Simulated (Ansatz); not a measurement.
# B3LYP/6-31G(d) (spherical functions) run of GeH3O2F (SMILES [OH][GeH]([OH])[F])

Aim: the energy change on altering one bond length of GeH3O2F at B3LYP/6-31G* (spherical functions), from 2 runs. 

The results are computed with Ansatz 0.2.0.

72 further runs of the same task are left out: 72 set aside as unsound or not needed.

## 1. The structure to begin with

GeH3O2F: 7 atoms, total charge 0, spin state singlet. As SMILES, `[OH][GeH]([OH])[F]`. The shape is that of a PBE0-D4/def2-TZVP optimisation. This is one conformer, not always the lowest.

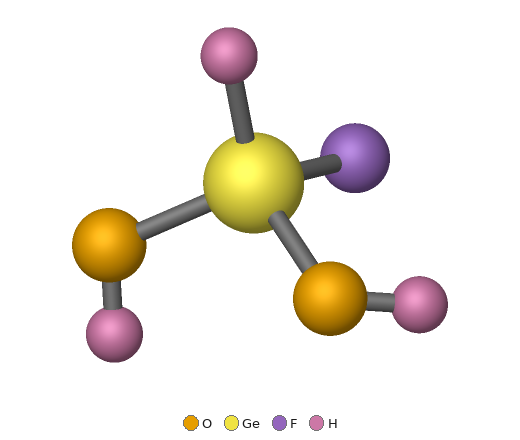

Viewed from a chosen angle; oxygen amber, germanium yellow, fluorine purple, hydrogen pink.

## 2. A single-point energy at B3LYP/6-31G(d) (spherical functions)

in.yaml

```yaml
crystal:
  periodic: [false, false, false]
  atoms:
    - {symbol: O, position_ang: [-0.352900, 1.140300, -0.859300]}
    - {symbol: Ge, position_ang: [-0.107500, -0.026800, 0.432400]}
    - {symbol: O, position_ang: [1.518200, -0.656000, 0.307600]}
    - {symbol: F, position_ang: [-1.260300, -1.284500, 0.113200]}
    - {symbol: H, position_ang: [-1.209200, 1.041800, -1.283900]}
    - {symbol: H, position_ang: [-0.331400, 0.485800, 1.847500]}
    - {symbol: H, position_ang: [1.804400, -0.768700, -0.603100]}
basis:
  gaussian: {orbitals: 6-31G_st_-spherical.json}
hamiltonian: {xc: {name: B3LYP}}
output: {orbitals: {seedname: orbitals}}
accuracy: high
```

The basis set 6-31G* is read from a file made from the Basis Set Exchange's data (not shown).

Started as:

```sh
$ ansatz run in.yaml --threads 1 --pin off --max-ram 3480MiB --events-out events.jsonl --progress --plain --runs-dir runs
```

The log of the run:

```text
Warning: RAYON_NUM_THREADS=1 ignored (pool sized by the plan → 1); use --threads N
Functional definition: B3LYP
  name "B3LYP"
  parameter a0 = 0.2
  parameter ax = 0.72
  parameter ac = 0.81
  exchange = (1 - a0 - ax)*slater_x + ax*b88_x + a0*exact_x
  correlation = (1 - ac)*vwn_rpa_c + ac*lyp_c
1712 factors; integrals over basis functions are off by at most 4.4e-9 eV
mean field evaluation 1: about -63363.4952 eV, gradient 7.6e1 eV
mean field evaluation 2: about -63343.8266 eV, gradient 1.3e2 eV
mean field evaluation 4: about -63372.7988 eV, gradient 6.8e0 eV
mean field evaluation 8: about -63372.9963 eV, gradient 3.7e-1 eV
mean field evaluation 16: about -63372.9965 eV, gradient 3.4e-5 eV
mean field -63372.99650686 eV, -2328.9146658674 hartree, gradient 9.8e-8 eV, S^2 0.000000; 0 other end points of the search recorded, 0 dependent functions left out
reference -63372.99654551 eV, -2328.9146672877 hartree; 30, 30 occupied and 50, 50 virtual orbitals, 1712 factors
Total energy: -63372.99654551 eV, -2328.9146672877 hartree
```

Run time: 6.9 s. Hardware: 1 thread of Arm Neoverse V2, shared host; peak memory 0.27 GiB.

## 3. The distorted shape

input.yaml

```yaml
crystal:
  periodic: [false, false, false]
  atoms:
    - {symbol: O, position_ang: [0.569370, 2.146492, -0.603932]}
    - {symbol: Ge, position_ang: [0.814770, 0.979392, 0.687768]}
    - {symbol: O, position_ang: [2.440470, 0.350192, 0.562968]}
    - {symbol: F, position_ang: [-1.260300, -1.284500, 0.113200]}
    - {symbol: H, position_ang: [-0.286930, 2.047992, -1.028532]}
    - {symbol: H, position_ang: [0.590870, 1.491992, 2.102868]}
    - {symbol: H, position_ang: [2.726670, 0.237492, -0.347732]}
basis:
  gaussian: {orbitals: 6-31G_st_-spherical.json}
accuracy: high
hamiltonian: {xc: {name: B3LYP}}
output: {orbitals: {seedname: orbitals}}
```

The basis set 6-31G* is read from a file made from the Basis Set Exchange's data (not shown).

Started as:

```sh
$ ansatz run input.yaml --threads 1 --pin off --max-ram 3480MiB --events-out events.jsonl --progress --plain --runs-dir runs
```

The log of the run, cut to the lines that bear on the results:

```text
Warning: RAYON_NUM_THREADS=1 ignored (pool sized by the plan → 1); use --threads N
[... 7 set-up lines as earlier in the session ...]
1632 factors; integrals over basis functions are off by at most 6.9e-9 eV
mean field evaluation 1: about -63354.7918 eV, gradient 8.4e1 eV
mean field evaluation 2: about -63029.5947 eV, gradient 2.0e2 eV
mean field evaluation 4: about -63360.3622 eV, gradient 6.0e1 eV
mean field evaluation 8: about -63367.1234 eV, gradient 2.2e1 eV
mean field evaluation 16: about -63368.4103 eV, gradient 1.6e-2 eV
mean field -63368.41032335 eV, -2328.7461267317 hartree, gradient 6.6e-8 eV, S^2 0.000000; 0 other end points of the search recorded, 0 dependent functions left out
reference -63368.41036267 eV, -2328.7461281768 hartree; 30, 30 occupied and 50, 50 virtual orbitals, 1632 factors
Total energy: -63368.41036267 eV, -2328.7461281768 hartree
```

It took 6.9 s on 1 thread of Arm Neoverse V2, shared host; peak memory 0.25 GiB.

## 4. What came out

At B3LYP/6-31G* (spherical functions):

```
                                                          quantity           value
                                         first shape: total energy  -2328.91467 Eh
                                          first shape: HOMO energy        -8.77 eV
                                          first shape: LUMO energy         0.09 eV
                                        first shape: HOMO–LUMO gap         8.86 eV
                                     distorted shape: total energy  -2328.74613 Eh
                                      distorted shape: HOMO energy        -6.68 eV
                                      distorted shape: LUMO energy        -4.11 eV
                                    distorted shape: HOMO–LUMO gap         2.58 eV
energy change with the Ge2–F4 bond stretched from 1.736 to 3.124 Å        4.586 eV
```

In words: One bond (distorted shape) is far stretched, which a spin-restricted single reference describes badly; a broken-symmetry solution may lie lower. With the Ge2–F4 bond stretched from 1.736 to 3.124 Å the energy rises by 4.59 eV (106 kcal/mol). The first shape isn't relaxed at this level, so the change isn't measured from a minimum. A restricted reference can't describe the breaking bond well at this length.
